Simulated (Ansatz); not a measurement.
## Electronic structure of AlFH$_{4}$N$_{2}$ in real space

```
atom    x (Å)    y (Å)    z (Å)
  Al  -0.0035   0.0346  -0.1046
   F  -0.0140   0.1416   1.5468
   N   1.5548   0.0917  -0.9198
   H   1.7071   0.0235  -1.9071
   H   2.4326   0.1965  -0.4484
   N  -1.5512  -0.1283  -0.9256
   H  -2.4352  -0.1713  -0.4562
   H  -1.6906  -0.1881  -1.9153
```

Level of theory: Ansatz, RHF/def2-SVP.

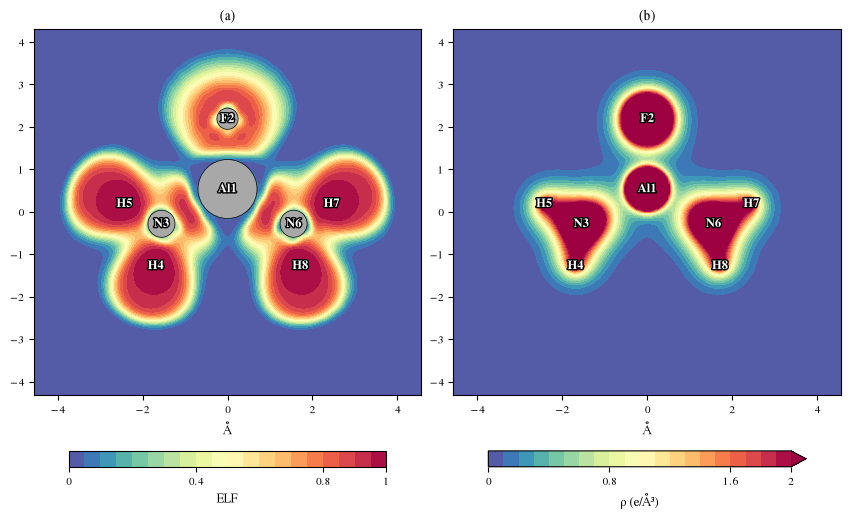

Figure 1. (a) ELF; (b) electron density on the molecular plane. Grey discs cover the atomic cores in the ELF map.

Question: Interpret the plot.

Answer:
- The section cuts through Al, F, N and H sites.
- Al–F (1.65 Å): the density is about 0.82 e/Å³ at the midpoint; the ELF peaks at about 0.85 in the valence shell of F, 0.6 Å from its nucleus, and is about 0.30 at the midpoint.
- Al–N (1.76 Å): the density is about 0.87 e/Å³ at the midpoint; the ELF peaks at about 0.90 in the valence shell of N, 0.7 Å from its nucleus, and is about 0.60 at the midpoint.
- N–H (1.00 Å): ρ at the midpoint is about 2.8 e/Å³; the ELF climbs to about 1 towards the hydrogen, as it does in any bond to H; a covalent bond by its length.
- The ELF also peaks beside F2, away from the bonds: lone-pair regions.

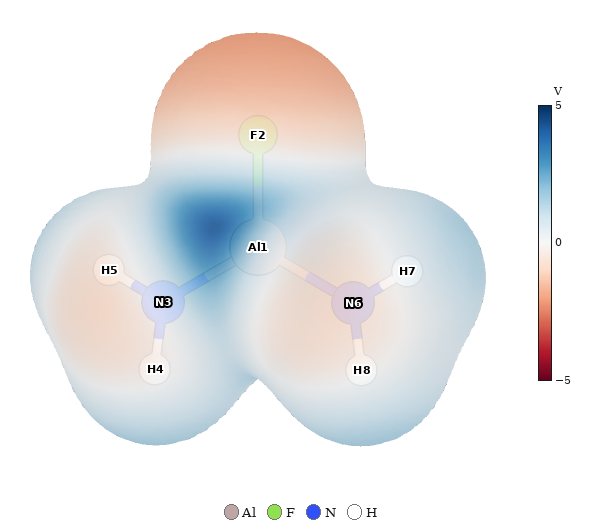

Figure 2. The electrostatic potential painted on the density surface at 0.002 e/bohr³, seen at a tilt; the colour scale runs from red (negative) to blue (positive).

Question: Describe the electrostatic potential map.

Answer: The most negative region (about −2.0 V) lies over F2, the most positive (about +3.9 V) over Al1.

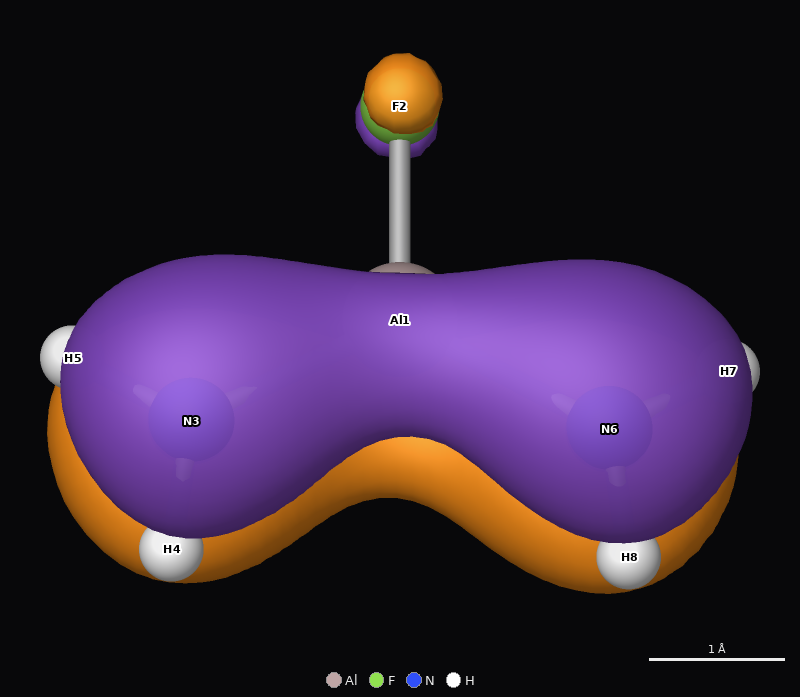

Figure 3. The HOMO−1 at ±0.1 Å⁻³ᐟ² (orange and purple are the two phases), seen at a tilt.

Question: Where does this orbital lie, and at what energy?

Answer: Its weight (Hirshfeld) is mainly on N3 (about 35 %), N6 (about 35 %) and Al1 (about 15 %); it changes sign across the molecular plane (π type); π-bonding across Al1–N3 and Al1–N6. Its energy is −11.29 eV.
